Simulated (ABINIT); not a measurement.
# Quasiparticle gap of BaH2 (P6_3/mmc) in ABINIT, part 3 of 3

Wanted: ground state, empty states, screening and self-energy for BaH2 (P6_3/mmc).

ABINIT 10.8.3; PBEsol and many-body steps on it, plane waves. Known limits of the many-body steps: not at the basis limit; no spin-orbit coupling; coarse k mesh.

So far. Step 3 (Bands along the symmetry lines): The gap is 1.473 eV, as in the run before at this level. Step 4 (Empty states on the mesh, 3×3×2 mesh, 145 bands): On this mesh the gap is 1.473 eV.

### 5. Screening, 3×3×2 mesh, 133 bands, screening to 108.8 eV

The RPA dielectric matrix is built and inverted for each q.

This step: RPA screening on PBEsol, plane waves, norm-conserving pseudopotentials.

Input file run.abi:

```
acell 3*1.0 Angstrom
rprim 
  4.462025052349 0.000000000014 0.000000000000
  -2.231012526186 3.864227047650 0.000000000000
  0.000000000000 0.000000000000 6.055292590000
ntypat 2
znucl 56 1
natom 6
typat 1 1 2 2 2 2
xred 
  0.666666666667 0.333333333333 0.750000000000
  0.333333333333 0.666666666667 0.250000000000
  0.333333333333 0.666666666667 0.750000000000
  0.666666666667 0.333333333333 0.250000000000
  0.000000000000 0.000000000000 0.500000000000
  0.000000000000 0.000000000000 0.000000000000
pp_dirpath "pseudos"
pseudos "Ba.upf, H.upf"
ecut 32
ngkpt 3 3 2
nshiftk 1
shiftk 0 0 0
kptopt 1
chksymbreak 0
istwfk *1
occopt 1
irdwfk 1
optdriver 3
nband 133
ecuteps 4
inclvkb 2
awtr 1
symchi 1
indata_prefix "in"
outdata_prefix "out"
tmpdata_prefix "tmp"
```

Launch:

```console
OMP_NUM_THREADS=1 mpirun -n 4 abinit run.abi > log
```

Numbers of over 12 decimals in the logs are rounded to 6 here.

Output:

```text
.Version 10.8.3 of ABINIT. v10.8.2 released Aug 2026.

 Symmetries : space group P6_3/m m c (#194); Bravais hP (primitive hexag.)
[... echo of the input left out ...]
== DATASET  1 ==================================================================
-   mpi_nproc: 4, omp_nthreads: 1 (-1 if OMP is not activated)

--- !DatasetInfo
iteration_state: {dtset: 1, }
dimensions: {natom: 6, nkpt: 6, mband: 133, nsppol: 1, nspinor: 1, nspden: 1, mpw: 6126, }
cutoff_energies: {ecut:  32.0, pawecutdg:  -1.0, }
electrons: {nelect:   2.40000000E+01, charge:   0.00000000E+00, occopt:   1.00000000E+00, tsmear:   1.00000000E-02, }

 SCREENING: Calculation of the susceptibility and dielectric matrices

 Based on a program developped by R.W. Godby, V. Olevano, G. Onida, and L. Reining.
 Incorporated in ABINIT by V. Olevano, G.-M. Rignanese, and M. Torrent.
.Using double precision arithmetic ; gwpc =  8

[... cell and pseudopotentials left out ...]
--------------------------------------------------------------------------------

 ==== K-mesh for the wavefunctions ====
 Number of points in the irreducible wedge :     6
[... list of points left out ...]
 Together with 24 symmetry operations and time-reversal symmetry
 yields    18 points in the full Brillouin Zone.

 ==== Q-mesh for the screening function ====
 Number of points in the irreducible wedge :     6
[... list of points left out ...]
 Together with 24 symmetry operations and time-reversal symmetry
 yields    18 points in the full Brillouin Zone.

 setmesh: FFT mesh size selected  =    25x   25x   40
          total number of points  =        25000

 vcoul_init : cutoff-mode = AUXILIARY_FUNCTION
 q-points for optical limit:   1
     1)      0.000010    0.000020    0.000030

- screening: taking advantage of time-reversal symmetry
- Maximum band index for partially occupied states nbvw = 12
- Remaining bands to be divided among processors   nbcw = 121
- Number of bands treated by each node ~30

 Number of electrons calculated from density =   24.0000; Expected =   24.0000
 average of density, n =  0.034063
 r_s =    1.9137
 omega_plasma =   17.8032 [eV]

 calculating chi0 at frequencies [eV] :
  1    0.000000E+00    0.000000E+00
  2    0.000000E+00    1.780320E+01

--------------------------------------------------------------------------------
  q-point number  1        q = ( 0.000000, 0.000000, 0.000000) [r.l.u.]
--------------------------------------------------------------------------------
[... chi0 elements left out ...]
 For q-point:  0.000010 0.000020 0.000030
  dielectric constant =   5.8413
  dielectric constant without local fields =   6.5037

  Average fulfillment of the sum rule on Im[epsilon] for q-point    1 :     89.53  [%]
[... wings left out ...]
  q-point number  2        q = ( 0.333333, 0.000000, 0.000000) [r.l.u.]
--------------------------------------------------------------------------------
[... chi0 elements left out ...]
  Average fulfillment of the sum rule on Im[epsilon] for q-point    2 :     94.97  [%]

 [... 4 further q-points ...]
```

Run time: 23 s. Hardware: 4 MPI ranks of Intel Xeon Platinum 8488C (Sapphire Rapids), shared host; peak memory 1 GiB; 89 s of CPU time.

Numbers from this step:

```yaml
eps_infinity_with_local_fields_on_this_mesh_along_the_program_s_q_direction: 5.841
the_same_without_local_fields: 6.504
plasma_frequency: 17.80 eV
plane_waves_in_the_screening_matrix: 287
```

Local fields lower ε∞ by 10 %. On a Γ-centred mesh this coarse the value itself is usually too large, while a short band sum pulls it down.

### 6. Self-energy, 3×3×2 mesh, 133 bands, screening to 108.8 eV

The self-energy is evaluated for the states that the input lists, and the levels follow from it, in one-shot runs by the linearised quasiparticle equation.

This step: G0W0 on PBEsol, plane waves, norm-conserving pseudopotentials.

Edit run.abi of step 5 so:

```diff
@@ -27,8 +27,17 @@
 irdwfk 1
-optdriver 3
+optdriver 4
 nband 133
+gwcalctyp 0
+ecutsigx 32
+symsigma 1
+nkptgw 2
+kptgw 
+  0.0000000000 0.0000000000 0.0000000000
+  0.3333333333 0.3333333333 0.5000000000
+bdgw 
+  11 14
+  11 14
 ecuteps 4
-inclvkb 2
-awtr 1
-symchi 1
+irdscr 1
+ppmodel 1
 indata_prefix "in"
```

Output:

```text
.Version 10.8.3 of ABINIT. v10.8.2 released Aug 2026.

 Symmetries : space group P6_3/m m c (#194); Bravais hP (primitive hexag.)
[... echo of the input left out ...]
== DATASET  1 ==================================================================
-   mpi_nproc: 4, omp_nthreads: 1 (-1 if OMP is not activated)

--- !DatasetInfo
iteration_state: {dtset: 1, }
dimensions: {natom: 6, nkpt: 6, mband: 133, nsppol: 1, nspinor: 1, nspden: 1, mpw: 6126, }
cutoff_energies: {ecut:  32.0, pawecutdg:  -1.0, }
electrons: {nelect:   2.40000000E+01, charge:   0.00000000E+00, occopt:   1.00000000E+00, tsmear:   1.00000000E-02, }

 SIGMA: Calculation of the GW corrections

 Based on a program developped by R.W. Godby, V. Olevano, G. Onida, and L. Reining.
 Incorporated in ABINIT by V. Olevano, G.-M. Rignanese, and M. Torrent.
.Using double precision arithmetic ; gwpc =  8

[... cell and pseudopotentials left out ...]
--------------------------------------------------------------------------------

 ==== K-mesh for the wavefunctions ====
 Number of points in the irreducible wedge :     6
[... list of points left out ...]
 Together with 24 symmetry operations and time-reversal symmetry
 yields    18 points in the full Brillouin Zone.

 ==== Q-mesh for screening function ====
 Number of points in the irreducible wedge :     6
[... list of points left out ...]
 Together with 24 symmetry operations and time-reversal symmetry
 yields    18 points in the full Brillouin Zone.

 vcoul_init : cutoff-mode = AUXILIARY_FUNCTION
 q-points for optical limit:   1
     1)      0.000010    0.000020    0.000030
 setmesh: FFT mesh size selected  =    40x   40x   60
          total number of points  =        96000

 Number of electrons calculated from density =   24.0000; Expected =   24.0000
 average of density, n =  0.034063
 r_s =    1.9137
 omega_plasma =   17.8032 [eV]

 === KS Band Gaps ===
  >>>> For spin  1
   Minimum direct gap =   2.7256 [eV], located at k-point      :   0.0000  0.0000  0.0000
   Fundamental gap    =   1.4734 [eV], Top of valence bands at :   0.0000  0.0000  0.0000
                                       Bottom of conduction at :   0.3333  0.3333  0.5000
 SIGMA fundamental parameters:
 PLASMON POLE MODEL  1
 number of plane-waves for SigmaX                 6089
 number of plane-waves for SigmaC and W            287
 number of plane-waves for wavefunctions          6089
 number of bands                                   133
 number of independent spin polarizations            1
 number of spinorial components                      1
 number of k-points in IBZ                           6
 number of q-points in IBZ                           6
 number of symmetry operations                      24
 number of k-points in BZ                           18
 number of q-points in BZ                           18
 number of frequencies for dSigma/dE                 9
 frequency step for dSigma/dE [eV]                0.25
 number of omega for Sigma on real axis              0
 max omega for Sigma on real axis  [eV]           0.00
 zcut for avoiding poles [eV]                     0.10

 EPSILON^-1 parameters (SCR file):
 dimension of the eps^-1 matrix on file            287
 dimension of the eps^-1 matrix used               287
 number of plane-waves for wavefunctions          6089
 number of bands                                   133
 number of q-points in IBZ                           6
 number of frequencies                               2
 number of real frequencies                          1
 number of imag frequencies                          1

 matrix elements of self-energy operator (all in [eV])

 Perturbative Calculation

--- !SelfEnergy_ee
iteration_state: {dtset: 1, }
kpoint     : [   0.000,    0.000,    0.000, ]
spin       : 1
KS_gap     :    2.726
QP_gap     :    4.304
Delta_QP_KS:    1.578
data: !SigmaeeData |
     Band     E0 <VxcDFT>   SigX SigC(E0)      Z dSigC/dE  Sig(E)    E-E0       E
       11   3.623 -10.601 -13.543   1.826   0.773  -0.294 -11.463  -0.862   2.761
       12   4.131 -10.778 -13.538   1.659   0.776  -0.289 -11.632  -0.854   3.277
       13   6.857  -9.229  -4.726  -3.613   0.814  -0.229  -8.505   0.724   7.581
       14   6.857  -9.229  -4.726  -3.613   0.814  -0.229  -8.505   0.724   7.581

--- !SelfEnergy_ee
iteration_state: {dtset: 1, }
kpoint     : [   0.333,    0.333,    0.500, ]
spin       : 1
KS_gap     :    3.017
QP_gap     :    4.610
Delta_QP_KS:    1.593
data: !SigmaeeData |
     Band     E0 <VxcDFT>   SigX SigC(E0)      Z dSigC/dE  Sig(E)    E-E0       E
       11   2.587 -11.072 -14.405   2.132   0.775  -0.290 -12.003  -0.931   1.656
       12   2.587 -11.072 -14.405   2.132   0.775  -0.290 -12.003  -0.931   1.656
       13   5.605  -8.695  -4.279  -3.603   0.814  -0.228  -8.033   0.662   6.266
       14   5.605  -8.695  -4.279  -3.603   0.814  -0.228  -8.033   0.662   6.266

== END DATASET(S) ==============================================================
================================================================================

 -outvars: echo values of variables after computation  --------
           etotal      0.0000000000E+00
            nband         133
             nkpt           6
          spgroup         194
 [... the other variables as echoed above ...]

 Calculation completed.
```

Elapsed: 9.9 s, on 4 MPI ranks; peak memory 0.88 GiB.

This step gave:

- G0W0 gap on the points computed: 2.989 eV
- starting gap on the mesh: 1.473 eV
- k of the valence top: 0, 0, 0
- k of the conduction bottom: 0.3333, 0.3333, 0.5
- Z at the valence top: 0.776
- Z at the conduction bottom: 0.814
- least direct G0W0 gap on the computed points: 4.304 eV

The gap on the mesh goes from 1.47 eV to 2.99 eV, a correction of +1.52 eV.

Limits: finite bands, cutoff and mesh; no spin-orbit coupling; coarse k mesh. v1 is the top filled band, c1 the lowest empty one. The levels before and after the correction (eV, zero at the valence-band top of each column):

```csv
,conduction bottom,valence top
Kohn-Sham,1.47,0.00
G0W0,2.99,0.00
```

```csv
,level,energy (eV)
Kohn-Sham,Γ v2,-0.508
Kohn-Sham,Γ v1,0.000
Kohn-Sham,Γ c1-c2,2.725
Kohn-Sham,(0.333 0.333 0.5) v2-v1,-1.544
Kohn-Sham,(0.333 0.333 0.5) c1-c2,1.473
G0W0,Γ v2,-0.516
G0W0,Γ v1,0.000
G0W0,Γ c1-c2,4.304
G0W0,(0.333 0.333 0.5) v2-v1,-1.621
G0W0,(0.333 0.333 0.5) c1-c2,2.989
```

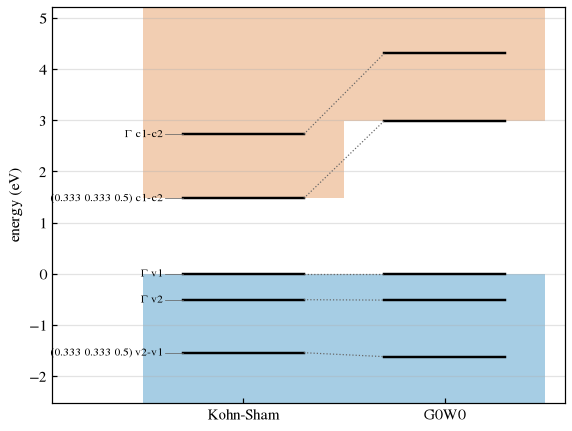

Levels before and after the correction. Shaded: valence and conduction bands.

### 7. Where the time went

Times are wall times on 4 MPI ranks of Intel Xeon Platinum 8488C (Sapphire Rapids), shared host, good to a factor of about two.

```csv
step,time,share,memory (GiB)
ground state,20 s,14 %,0.41
bands along the symmetry lines,33 s,23 %,0.45
empty states on the mesh,59 s,41 %,0.42
screening,23 s,16 %,1.0
self-energy,9.9 s,7 %,0.88
```

### 8. Summary of results

```
PBEsol gap           : 1.47 eV, indirect
G0W0 gap on the mesh : 2.99 eV
GW settings          : 3×3×2 mesh, 133 bands, screening to 108.8 eV, Godby-Needs plasmon pole
known limits         : not at the basis limit; no spin-orbit coupling; coarse k mesh
```

What this shows: G0W0 moves the gap on the mesh from 1.47 eV to 2.99 eV (+1.52 eV), with Z of 0.78 and 0.81 at the edges. Local fields lower the RPA ε∞ on this mesh from 6.50 to 5.84; a Γ-centred mesh this coarse tends to raise both, most where the direct gap is narrow, while a short band sum lowers them. Only 2 of the mesh's irreducible points were corrected, so a valley elsewhere could overtake. The dearest step here is «empty states on the mesh». Bands and cutoff are finite, so the gap is not at the basis limit. The miss can reach some tenths of an eV and take either sign; the mesh is an error of its own. In the G0W0 run levels were corrected at 2 k points alone, so a gap called «on the mesh» is the least over those, and an edge elsewhere would be missed. The 3×3×2 mesh is coarse for this cell, which bears on the long-range parts of exchange and screening. The many-body steps are scalar-relativistic: spin-orbit coupling is not in them.

[Paths, hosts, dates, memory and timing lines, banners, echoed tables and standing remarks are left out of the program output.]

[Logs are printed without paths, hosts, clocks, repeated set-up lines and the standing remarks that a program may print on its own settings, such as how far it seeks lower states.]

[Runs of the session that timed out or met a known fault of the program may be left out.]

[Hosts, paths, dates, database ids (printed as entryN), source tags and the programs' standing remarks are cut or masked in the printed files.]

[G0W0 gaps are taken among the corrected bands and points alone; a level outside them can change the order at an edge.]

[Where Ansatz stands beside ABINIT at settings called matched, ABINIT's density can come from a denser mesh and the files from another edition; pairs whose starting gaps differed by over 0.03 eV were left out, so agreement reads better than it is.]
